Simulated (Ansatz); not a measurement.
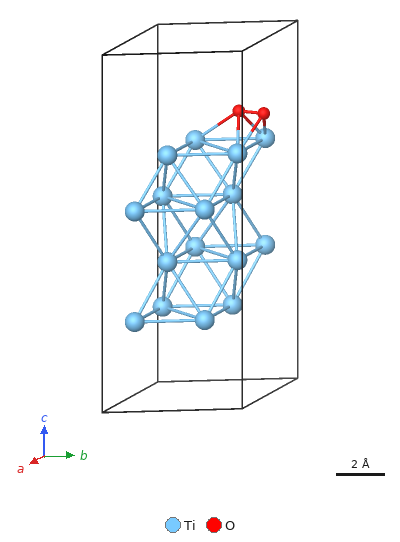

Fig. 1: The structure (ball-and-stick view of the cell of the calculation, with the vacuum cut short, seen slightly off an axis). Near neighbours in the crystal (not all of them lie inside the picture): Ti has 9 Ti at 2.88 to 2.94 Å; Ti has 12 Ti at 2.75 to 2.95 Å; Ti has 1 O at 2.45 Å and 9 Ti at 2.75 to 2.94 Å; Ti has 2 O at 2.13 Å and 9 Ti at 2.75 to 2.94 Å; O has 1 O at 1.13 Å and 3 Ti at 2.13 to 2.45 Å.

## Single-point calculation, with input and output: Ti8O (part 1 of 2)

System: Ti8O (slab, 18 atoms in the cell).
Method: DFT PBE, scalar-relativistic, plane waves, PAW (Ansatz 0.2.0).

The structure derives from an entry of the Crystallography Open Database. The run did not end well.

Input:
```yaml
crystal:
  lattice:
    - [5.8769161224, 0.0, 0.0]
    - [-2.9384580612, 5.0895586579, 0.0]
    - [0.0, 0.0, 24.9046136988]
  atoms:
    - { symbol: Ti, position: [0.3333333333, 0.1666666667, 0.1606128105] }
    - { symbol: Ti, position: [0.3333333333, 0.6666666667, 0.1606128105] }
    - { symbol: Ti, position: [0.8333333333, 0.1666666667, 0.1606128105] }
    - { symbol: Ti, position: [0.8333333333, 0.6666666667, 0.1606128105] }
    - { symbol: Ti, position: [0.1666666667, 0.3333333333, 0.2539817354] }
    - { symbol: Ti, position: [0.1666666667, 0.8333333333, 0.2539817354] }
    - { symbol: Ti, position: [0.6666666667, 0.3333333333, 0.2539817354] }
    - { symbol: Ti, position: [0.6666666667, 0.8333333333, 0.2539817354] }
    - { symbol: Ti, position: [0.3333333333, 0.1666666667, 0.3510181726] }
    - { symbol: Ti, position: [0.3333333333, 0.6666666667, 0.3510181726] }
    - { symbol: Ti, position: [0.8333333333, 0.1666666667, 0.3510181726] }
    - { symbol: Ti, position: [0.8333333333, 0.6666666667, 0.3510181726] }
    - { symbol: Ti, position: [0.1666666667, 0.3333333333, 0.4378551633] }
    - { symbol: Ti, position: [0.1666666667, 0.8333333333, 0.4378551633] }
    - { symbol: Ti, position: [0.6666666667, 0.3333333333, 0.4378551633] }
    - { symbol: Ti, position: [0.6666666667, 0.8333333333, 0.4378551633] }
    - { symbol: O, position: [0.3611608716, 0.7223217431, 0.4956757751], spin: 1.0 }
    - { symbol: O, position: [0.4721724618, 0.9443449235, 0.4956757751], spin: 1.0 }
basis:
  ecutwfc: 420
kpoints:
  mp_grid: { grid: [6, 6, 1] }
hamiltonian:
  xc: pbe
scf:
  occupations: { method: gaussian, width: 0.1 }
output:
  forces: true
  eigenvalues: true
  populations: true
  write_density: true
  write_potential: true
  elf: true
  volumetric_format: npy
magnetization:
  spin_polarized: true
efield:
  axis: 3
  dipole_correction: true
  ramp_width: 0.04
```

Run as:
```bash
ansatz run input.yaml --threads 8 --pin off --max-ram 22528MiB --backend cpu --events-out ev --progress --plain --runs-dir out
```

Output:
```
Engine: ansatz 0.2.0, aarch64-unknown-linux-gnu
Pseudopotentials: kind: paw
Pseudopotential: Ti, paw, valence charge 12, recommended cutoff 420 eV (normal), Ti.paw.azcp
Pseudopotential: O, paw, valence charge 6, recommended cutoff 420 eV (normal), O.paw.azcp
Functional definition: PBE
  parameter kappa = 0.804
  parameter beta = 0.06672455060314922
  exchange = pbe_x(kappa = kappa, mu = beta*pi^2/3)
  correlation = pbe_c(beta = beta)
Crystal: 18 atoms, lattice volume = 744.920 Å³
Basis set: ecut = 420 eV, 14519 PW (Γ), exchange–correlation on 80×80×360 points (8 copies of the dense FFT grid, shifted against one another)
Bands: 124, of which v1, the nominal top of the filled ones, is band 102 counted from 1 (101 counted from 0)
Symmetry: 2 space group operations
k-points: 13 of 36 (time reversal used)
Non-local potential: Ti, projectors of the file, l = 0: 3, l = 1: 2, l = 2: 3, l = 3: 1
Non-local potential: O, projectors of the file, l = 0: 2, l = 1: 2, l = 2: 1
PAW form: soft (Blöchl's): semilocal exchange-correlation on the pseudo side does not see the compensation charge
PAW one-centre angular grid: Ti, 590 points (default); XC on 64 Gauss nodes
PAW one-centre angular grid: O, 110 points (default); XC on 64 Gauss nodes
Initial density: superposition of atomic densities (neutral atoms: chi_scale 0, normalization atom)
Starting moments: Σ|m| = 2 μB on 2 of 18 sites
Initial wavefunctions: pseudopotential atomic-orbital guess
Functional: x = pbe(κ = 0.804, μ = 0.2195149727645171), c = pbe(β = 0.06672455060314922)
```
